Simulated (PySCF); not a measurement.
Consider C$_{3}$H$_{11}$NSi (SMILES [H][Si]([H])(C)N(C)C).

The calculation's input:

```
{"job": {"kind": "nmr", "xc": "PBE0", "basis": "pcSseg-1"}, "charge": 0, "multiplicity": 1}
Si     0.825696     0.751535     0.586369
H      0.806360     0.800436     2.082369
H      2.236188     0.769056     0.087002
C     -0.062361     2.271534    -0.078004
H      0.437238     3.194538     0.256764
H     -1.105699     2.303614     0.273043
H     -0.072910     2.271895    -1.179320
N      0.137045    -0.775234     0.116748
C      0.383860    -1.339417    -1.184302
C     -1.010705    -1.322116     0.790607
H      0.497212    -2.438586    -1.124371
H      1.315582    -0.937096    -1.611125
H     -0.431114    -1.137602    -1.909900
H     -1.108016    -0.895124     1.800723
H     -1.964416    -1.132320     0.254516
H     -0.918331    -2.419063     0.905290
```

Launched as:

```sh
OMP_NUM_THREADS=1 python probes_run.py task.json out
```

Geometry: PBE0-D3(BJ)/def2-SVP.

The calculation used PBE0/pcSseg-1, SCF density, gas phase, non-relativistic (PySCF).

**What will maps of the electron density and electron localisation function show?**

C–N (1.44 Å): the density is about 1.9 e/Å³ at the midpoint; the ELF peaks at about 0.95 between the atoms, as expected for localised, covalent bonding.
C–H (1.10 Å): the density is about 2 e/Å³ at the midpoint; the ELF climbs to about 1 towards the hydrogen, as it does in any bond to H: a covalent bond by its length.

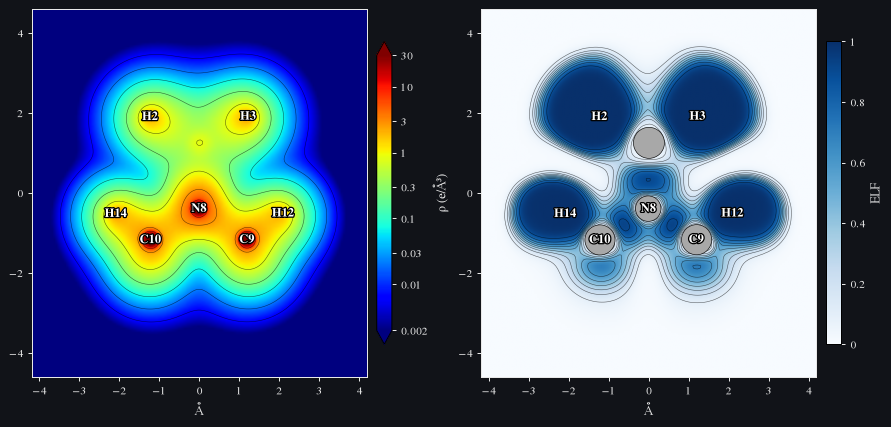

Computed electron density and electron localisation function on the plane of atoms N8, C10 and H14, in this order. Grey discs cover the atomic cores in the ELF map. 
